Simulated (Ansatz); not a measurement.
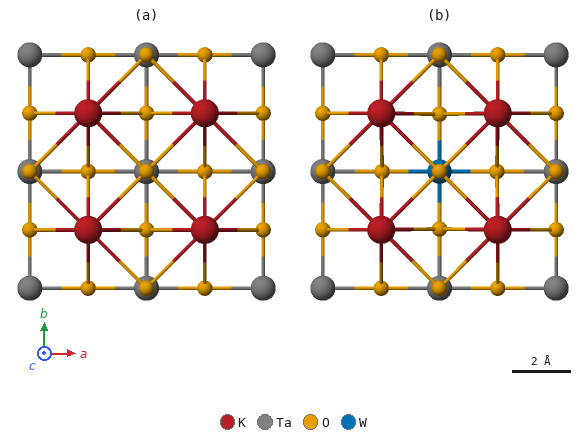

Left: perfect KTaO₃. Right: the same region with one point defect, after relaxing the atoms in a supercell of 40 sites. The picture is a ball-and-stick view of the atoms within 6.0 Å of one point, in a slice 5.0 Å thick across the line of sight, seen along the c axis.

All numbers below come from Ansatz 0.2.0, DFT PBE, scalar-relativistic, plane waves, PAW. Set-up: plane-wave cutoff 420 eV; k-point mesh 2 × 2 × 2; occupations gaussian; smearing width 0.01 eV; mesh shifted by (0.5, 0.5, 0.5); collinear spin. The cell is small and the k-mesh coarse, so the numbers are rough. The axes drawn are those of the host's conventional cell.

What kind of defect was made?

Answer. A tantalum atom is replaced by tungsten.

The charge state of the cell is 0.

What does the relaxation do around it?

Answer. In the host the Ta atom has 6 O at 2.01 Å; the W atom ends with 6 O at 1.98 Å. Of the host's atoms, an oxygen atom moves furthest from its site, by 0.03 Å. The cell's net moment is 1.00 μB. Relaxing the atoms from the host's sites lowers the energy by 0.10 eV. At a tolerance of 0.02 Å the relaxed supercell has space group Pm-3m.
